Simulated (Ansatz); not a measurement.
CH7OSi: several calculations on one system

**1. Relaxation**

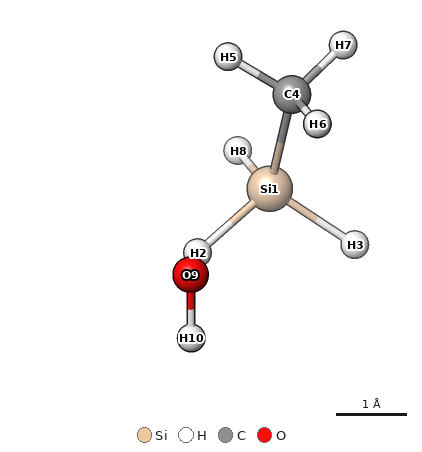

Starting structure of CH7OSi (multiplicity 2). Style: ball-and-stick. Shown from a free direction.

The run prepares an end point of a later path (reaction) calculation, from a guessed geometry.

Computed with UKS PBE0-D4/6-31G* (Ansatz 0.2.0).

The input:
```yaml
crystal:
  periodic: [false, false, false]
  atoms:
    - { symbol: Si, position_ang: [0.012698, -0.201788, -0.146613] }
    - { symbol: H, position_ang: [-0.299128, -0.832851, 1.149712] }
    - { symbol: H, position_ang: [1.493385, -0.033007, -0.213184] }
    - { symbol: C, position_ang: [-0.869994, 1.444423, -0.324178] }
    - { symbol: H, position_ang: [-1.951259, 1.315594, -0.213009] }
    - { symbol: H, position_ang: [-0.533433, 2.141451, 0.450149] }
    - { symbol: H, position_ang: [-0.677127, 1.891474, -1.305714] }
    - { symbol: H, position_ang: [-0.393548, -1.16124, -1.215237] }
    - { symbol: O, position_ang: [-0.653584, 0.54082, 2.849806] }
    - { symbol: H, position_ang: [-0.000309, -0.086076, 3.221769] }
magnetization:
  spin_polarized: true
  initial_magnetization: 1
basis:
  gaussian: { orbitals: "6-31G*" }
hamiltonian:
  xc: pbe0
  dispersion: d4
relax:
  f_tol: 0.03
  max_steps: 50
```

Launched with:
```bash
ansatz run input.yaml --threads 1 --pin off --max-ram 2048MiB --backend cpu --events-out ev --progress --plain --runs-dir out
```

Question: Where does the relaxation end?

Answer: Over 21 accepted moves (24 points after the start) the energy falls by 25.6 kcal/mol. The largest force component goes from 0.38 to 0.022 eV/Å. The line search rejected the trial steps at points 1, 20, 22 of the run. The largest move after the best rigid fit is that of H2, 2.34 Å. Largest moves by element: H 2.34 Å, O 1.08 Å, Si 0.74 Å, C 0.26 Å. Among the contacts that change: Si1–H2 1.475 → 3.800 Å, Si1–O9 3.158 → 1.667 Å, O9–H10 0.979 → 0.964 Å, Si1–C4 1.876 → 1.864 Å. New bonds form, among them: Si1–O9 (3.16 → 1.67 Å). Bonds break, among them: Si1–H2 (1.48 → 3.80 Å). The run took 37 s on 1 thread of AMD EPYC 9R45 96-Core Processor (Zen 5), on a shared host, peak memory 0.18 GiB.

Final geometry:

```xyz
10

Si    0.2046    0.3471    0.3189
H    -1.7351   -2.5284    1.8712
H     1.6465    0.6231    0.0279
C    -0.8706    1.6859   -0.4071
H    -1.9289    1.4863   -0.2102
H    -0.6243    2.6620    0.0235
H    -0.7316    1.7479   -1.4923
H    -0.1177   -0.9767   -0.2997
O    -0.0870    0.3276    1.9600
H     0.3718   -0.3561    2.4612
```

The end point in the same view:

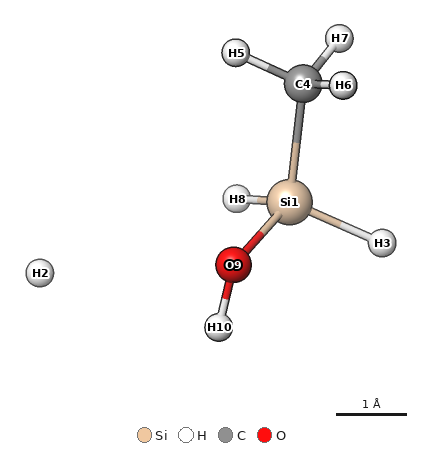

Limits of the set-up: the start holds two separate molecules, 2.2 Å apart at their closest, whose relative position is a soft coordinate.

**2. Relaxation**

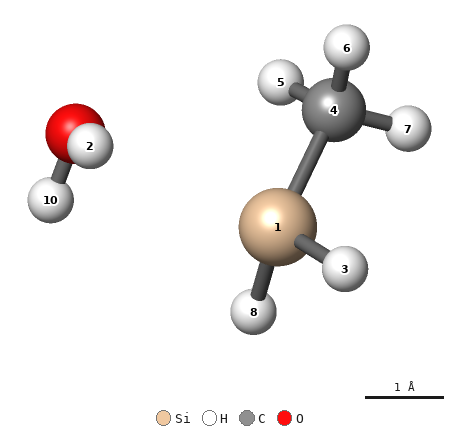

Starting structure of CH$_{7}$OSi (multiplicity 2). The picture is a ball-and-stick view, seen at a tilt.

The run prepares an end point of a later path (reaction) calculation, from a guessed geometry.

The calculation used UKS PBE0-D4/6-31G* in Ansatz.

Input
```yaml
crystal:
  periodic: [false, false, false]
  atoms:
    - { symbol: Si, position_ang: [0.407214, 0.044004, -0.217509] }
    - { symbol: H, position_ang: [0.120831, 0.216564, 2.424238] }
    - { symbol: H, position_ang: [1.517928, 0.057559, -1.220615] }
    - { symbol: C, position_ang: [-0.793731, 1.476379, -0.426661] }
    - { symbol: H, position_ang: [-1.565931, 1.421108, 0.344654] }
    - { symbol: H, position_ang: [-0.283376, 2.440913, -0.332935] }
    - { symbol: H, position_ang: [-1.26646, 1.440703, -1.415415] }
    - { symbol: H, position_ang: [-0.268636, -1.288472, -0.257652] }
    - { symbol: O, position_ang: [-0.827988, 0.086463, 2.658815] }
    - { symbol: H, position_ang: [-0.912151, -0.876423, 2.696579] }
magnetization:
  spin_polarized: true
  initial_magnetization: 1
basis:
  gaussian: { orbitals: "6-31G*" }
hamiltonian:
  xc: pbe0
  dispersion: d4
relax:
  f_tol: 0.03
  max_steps: 50
output:
  orbitals: {}
```

Launched with:
```bash
ansatz run input.yaml --threads 1 --pin off --max-ram 2048MiB --backend cpu --events-out ev --progress --plain --runs-dir out
```

**Predict the outcome.**

H2 moves most after the best rigid fit: 0.43 Å. Largest moves by element: H 0.43 Å, O 0.10 Å, Si 0.08 Å, C 0.03 Å. Some distances before and after: H2–O9 0.986 → 0.966 Å. Over 10 accepted moves (11 points after the start) the energy falls by 0.030 eV. The largest force component goes from 0.76 to 0.0095 eV/Å. The line search rejected the trial step at point 3 of the run.

Final geometry:

```xyz
10

Si    0.4689    0.0777   -0.2537
H     0.0162    0.2439    2.8373
H     1.4525    0.0368   -1.3828
C    -0.7652    1.4862   -0.4363
H    -1.4234    1.4957    0.4370
H    -0.2550    2.4524   -0.5020
H    -1.3737    1.3598   -1.3402
H    -0.2012   -1.2581   -0.1748
O    -0.8983    0.0406    2.6007
H    -0.8932   -0.9162    2.4683
```

The end point in the same view:

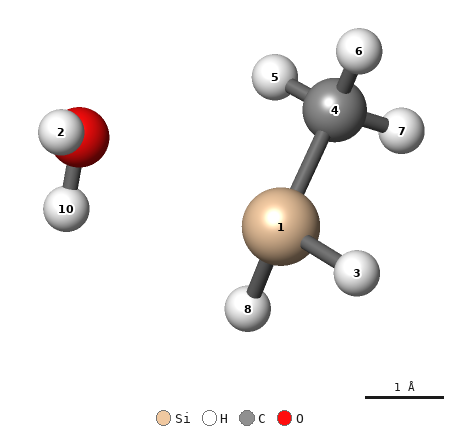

Limits of the set-up: the start holds two separate molecules, 2.7 Å apart at their closest, whose relative position is a soft coordinate.

**3. Path**

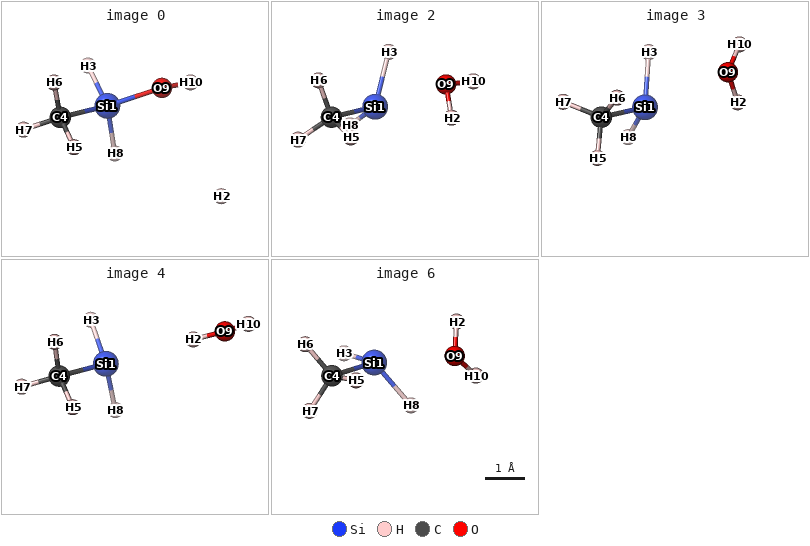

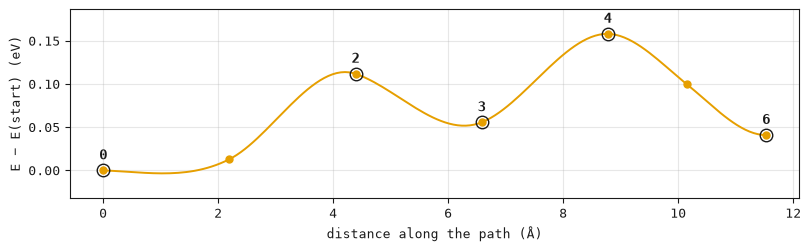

A search for the minimum-energy path of CH7OSi (multiplicity 2), made up at the start of CH6OSi and H by the nudged elastic band. Images are numbered from 0 (start) to 6 (end). Style: ball-and-stick. Shown at a tilt.

Computed with UKS PBE0-D4/6-31G* (Ansatz 0.2.0). Set-up: 5 movable images; climbing image; force threshold 0.05 eV/Å; iteration limit 60; starting path through a guess of the saddle point.

Question: Read off the barrier and say what moves.

Answer: The path has more than one stage, and so few images may leave a stage unresolved. Breaking: Si1–O9 (1.67 → 3.67 at the top → 3.17 Å). Forming: H2–O9 (3.30 → 0.97 at the top → 0.97 Å). The highest point, image 4, lies 0.158 eV above the start and 0.117 eV above the end; the end is at +0.041 eV relative to the start. The profile has 2 maxima (images 2, 4) with a dip at image 3 (+0.056 eV), so the process runs in steps. The band converged in 22 iterations. The largest component of the band force went from 110 to 0.048 eV/Å. The climbing image converged on the top of the path. Its vibrational analysis gives one imaginary mode (153i cm⁻¹), as a transition state must have.

Limits of the set-up: the start holds two separate molecules, 3.1 Å apart at their closest, whose relative position is a soft coordinate.
